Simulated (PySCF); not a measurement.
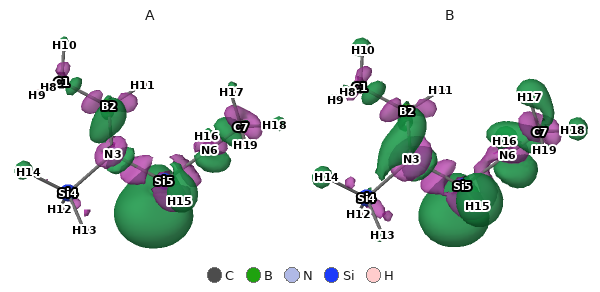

Figure. C2H12BN2Si2, doublet, SMILES `CBN([SiH3])[SiH]NC`. The two Fukui functions at ±0.02 e/Å³ (green positive, purple negative).

Level of theory: B3LYP/6-31+G* (PySCF), at a geometry from GFN2-xTB. No frequency check shows the geometry to be a minimum. GFN2-xTB doesn't know the spin state, so this open-shell geometry is rough.

Input script:

```python
import numpy as np
from pyscf import gto, scf, dft
from pyscf.scf import atom_ks, atom_hf
from scipy.linalg import block_diag

def solve(mol, dm0=None, hcore=None):
    mf = (dft.UKS if mol.spin else dft.RKS)(mol, xc='b3lyp')
    mf.grids.level = 3
    mf = mf.density_fit(auxbasis='def2-universal-jkfit')
    mf.conv_tol, mf.max_cycle = 1e-8, 80
    if hcore is not None:
        mf.get_hcore = lambda *args: hcore
    mf.kernel(dm0)
    if not mf.converged:
        mf = mf.newton().run(mf.mo_coeff, mf.mo_occ, max_cycle=30)
    assert mf.converged, 'SCF not converged'
    return mf

mol = gto.M(atom='''
C      2.05511    -2.16176    -0.00882
B      0.68247    -1.37093    -0.00488
N      0.62524     0.03521     0.02525
Si     1.98790     1.14122     0.03847
Si    -0.90001     0.92061    -0.05936
N     -2.30684     0.05882    -0.53607
C     -3.20699    -0.62583     0.36678
H      2.56257    -2.06132     0.95020
H      2.74048    -1.78086    -0.76398
H      1.92219    -3.22632    -0.19025
H     -0.33511    -1.96543    -0.02380
H      2.12726     1.66671    -1.32178
H      1.65563     2.22066     0.97144
H      3.20933     0.47395     0.48242
H     -1.16642     1.46059     1.27810
H     -2.33563    -0.34193    -1.46137
H     -2.91193    -1.66662     0.53733
H     -4.22146    -0.61362    -0.03688
H     -3.20736    -0.10932     1.32330
''', basis='6-31+g*', charge=0, spin=1, verbose=4)
mf = solve(mol)
out = dict(e0=mf.e_tot, dm0=mf.make_rdm1(), c=mf.mo_coeff, occ=mf.mo_occ, eps=mf.mo_energy)
for name, dq, spin in [('cation', 1, 0), ('anion', -1, 0)]:
    ion = mol.copy().set(charge=mol.charge + dq, spin=spin).build()
    mi = solve(ion)
    if spin and dq > 0 and mol.nao < 130:
        c, _, stable, _ = mi.stability(return_status=True)
        if not stable:
            mi = solve(ion, mi.make_rdm1(c, mi.mo_occ))
    print(name, 'vertical energy change / eV', (mi.e_tot - mf.e_tot) * 27.211386)
    out.update({'e_' + name: mi.e_tot, 'dm_' + name: mi.make_rdm1(), 's2_' + name: mi.spin_square()[0], 'eps_' + name: mi.mo_energy, 'occ_' + name: mi.mo_occ})
# spherically averaged free atoms, for the promolecule
atm = atom_ks.get_atm_nrks(mol, xc='b3lyp')
pro = block_diag(*[(atm[a[0]][2] * atm[a[0]][3]) @ atm[a[0]][2].T for a in mol._atom])
np.savez('result.npz', pro=pro, **out)
```

Command:

```sh
OMP_NUM_THREADS=1 python input.py
```

The run took 120 s on 1 thread of Intel(R) Xeon(R) Processor, on a shared host, peak memory 0.85 GiB.

Partitions, critical points and surface values were worked out afterwards from this run's density.

**Which panel is f⁻ (electron removed) and which f⁺ (electron added)?**

A is f⁺, B is f⁻. f⁻ (Hirshfeld-condensed) is largest on Si5 (0.34); the vertical ionisation energy is 7.34 eV (to the singlet cation, which needn't be its lowest state). f⁺ (Hirshfeld-condensed) is largest on Si5 (0.44); the vertical electron affinity is 0.54 eV (to the singlet anion, which needn't be its lowest state; the anion's highest orbital has positive energy, so this value and f⁺ depend on the basis).
